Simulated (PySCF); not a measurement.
CH7ClNOSi2 (doublet)

| atom | x (Å) | y (Å) | z (Å) |
| --- | --- | --- | --- |
| Si | -1.1160 | 0.1950 | 0.1993 |
| C | 0.3359 | -0.8050 | -0.3647 |
| Si | 2.0111 | -0.0008 | -0.0110 |
| O | -0.7359 | 1.7772 | -0.0625 |
| Cl | -1.4412 | -0.1178 | 2.2291 |
| N | -2.6340 | -0.1870 | -0.5882 |
| H | 0.2972 | -1.7877 | 0.1336 |
| H | 0.2589 | -0.9822 | -1.4514 |
| H | 3.0982 | -0.9808 | -0.3214 |
| H | 2.1040 | 0.3751 | 1.4309 |
| H | 2.2039 | 1.2113 | -0.8565 |
| H | -1.4249 | 2.4337 | 0.0771 |
| H | -2.9490 | -1.1477 | -0.4036 |

Geometry: PBE0-D3(BJ)/def2-SVP.

Computed with UKS B3LYP, IGLO-III on C Cl N O Si, pcH-1 on H, non-relativistic, mean-field spin-orbit, GIAO (PySCF 2.14.0, density-fitted response routines).

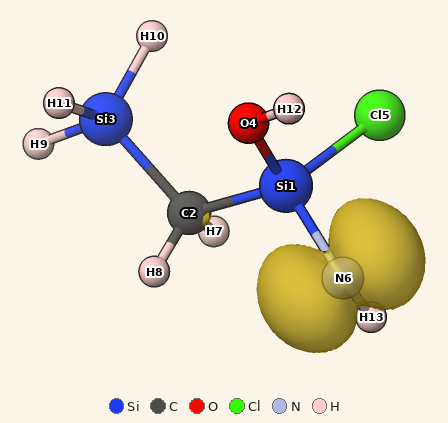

Figure 1. Isosurfaces of the spin density (α minus β) at +0.04 (yellow) and −0.04 e/Å³ (cyan), seen at an oblique angle.

### Which atoms carry the spin?

The unpaired spin (1 electron) lies mostly on N6 (about 0.8) and Si1 (about 0.1), in electrons by Hirshfeld's partition.

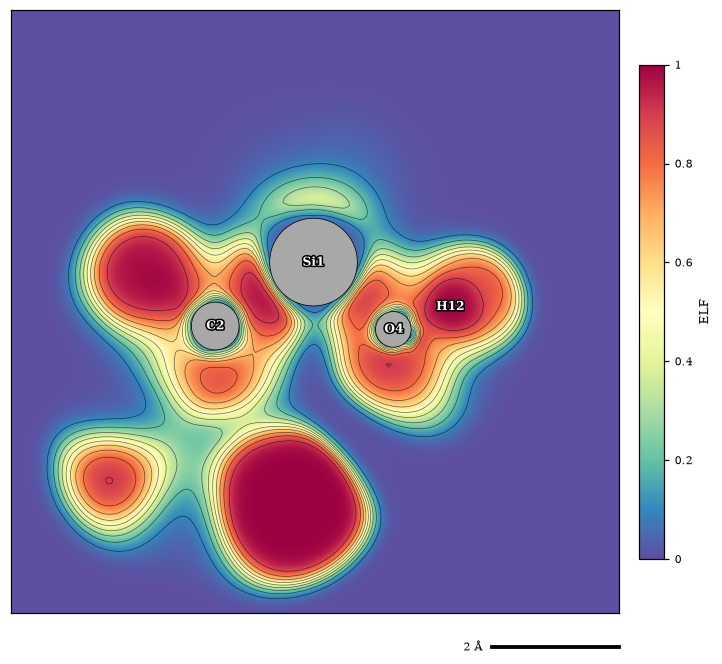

Figure 2. Electron localisation function on the plane of atoms C2, Si1 and O4. Grey discs cover the atomic cores.

### Interpret the plot.

Atoms in the plane: Si, C, O and H. Si–O (1.65 Å): the ELF peaks at about 0.90 between the atoms, as expected for a shared but strongly polarised pair. C–Si (1.85 Å): the ELF peaks at about 0.95 between the atoms; a shared electron pair. O–H (0.96 Å): the ELF climbs to about 1 towards the hydrogen, as it does in any bond to H: an ordinary covalent bond to hydrogen. The ELF also peaks beside O4, away from the bonds: non-bonding electrons, paired or unpaired.

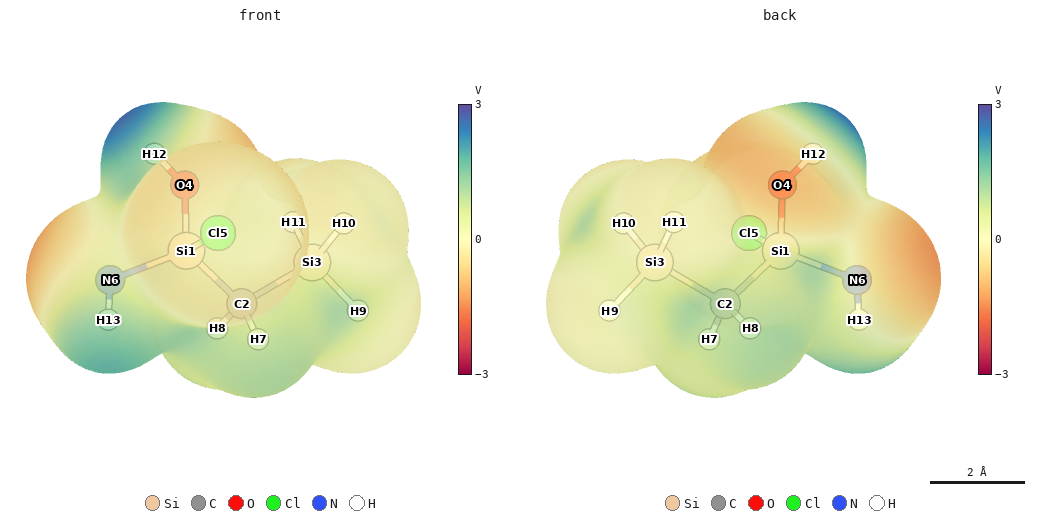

Figure 3. The electrostatic potential painted on the density surface at 0.002 e/bohr³, seen from the front and from behind; the colour scale runs from red (negative) to blue (positive).

### Describe the electrostatic potential map.

The most negative region (about −1.3 V) lies over N6, the most positive (about +2.5 V) over H12. N6 is the likeliest acceptor of a hydrogen bond.
